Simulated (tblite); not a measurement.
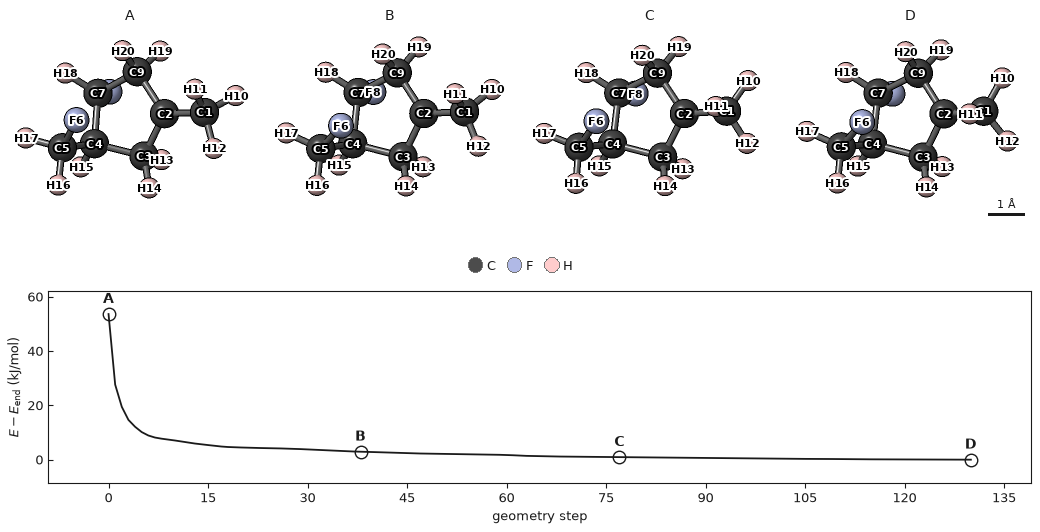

Frames of a relaxation of C7H11F2 (charge +1), marked on the history of the run. The picture is a ball-and-stick view, seen at a tilt.

Computed with GFN2-xTB geometry optimisation, gas phase (tblite 0.8.0). 

> What happens along the run?

Over 130 geometry steps the energy falls by 53.6 kJ/mol. The largest moves after the best rigid fit, 0.73 Å, are those of H10 and H11. Largest moves by element: H 0.73 Å, F 0.17 Å, C 0.12 Å. Near-neighbour distances that change, for instance: C3–C4 1.476 → 1.541 Å, C2–C9 1.517 → 1.458 Å, C1–H10 1.138 → 1.089 Å, C1–C2 1.486 → 1.439 Å. Among the angles between lasting bonds that change: H11–C1–H12 114.5° → 105.1°, H19–C9–H20 113.3° → 104.9°, H16–C5–H17 102.8° → 109.9°. Groups turn about C1–C2 by about 45°. From step 0 to 38: H13 moves most (0.30 Å), energy −50.7 kJ/mol. From step 38 to 77: H12 moves most (0.42 Å), energy −2.01 kJ/mol. From step 77 to 130: H10 moves most (0.32 Å), energy −0.93 kJ/mol.

| step | E − E(0), kJ/mol |
| --- | --- |
| 0 | 0.00 |
| 1 | -25.99 |
| 2 | -34.17 |
| 3 | -38.98 |
| 4 | -41.51 |
| 5 | -43.46 |
| 6 | -44.72 |
| 7 | -45.48 |
| 8 | -45.90 |
| 9 | -46.23 |
| 10 | -46.56 |
| 16 | -48.52 |
| 23 | -49.34 |
| 29 | -49.74 |
| 35 | -50.43 |
| 42 | -50.97 |
| 48 | -51.40 |
| 54 | -51.63 |
| 61 | -52.00 |
| 67 | -52.43 |
| 73 | -52.59 |
| 79 | -52.74 |
| 86 | -52.87 |
| 92 | -53.05 |
| 98 | -53.23 |
| 105 | -53.34 |
| 111 | -53.44 |
| 117 | -53.52 |
| 124 | -53.60 |
| 130 | -53.63 |
